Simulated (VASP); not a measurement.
Energy against volume of NiSi2 (fluorite). Calculation: LDA (Ceperley-Alder, Perdew-Zunger), VASP's LDA PAW potentials (set 64) (plane waves; VASP 6.6.1).

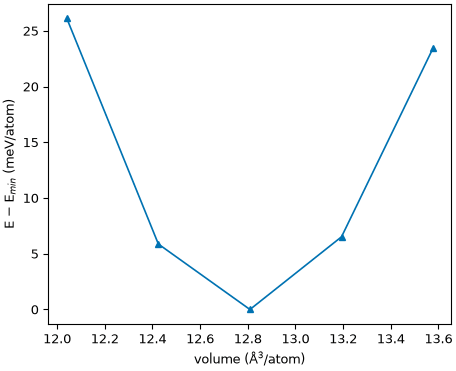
Fig. 1. Energy against volume

Q: Estimate the equilibrium volume and the bulk modulus.

A: The minimum lies near 12.8 Å³/atom, and the curvature gives B0 of about 170 GPa.

Measured: a 5.406 Å (computed value off by -1.0 %), as given by Wikipedia, Nickel silicide. The calculation is for a static lattice, while the measured a holds thermal and zero-point effects, which are part of the difference.

The compound is NiSi2 in the fluorite structure. It was relaxed first. The run is not spin-polarised, so no magnetic state was tried.
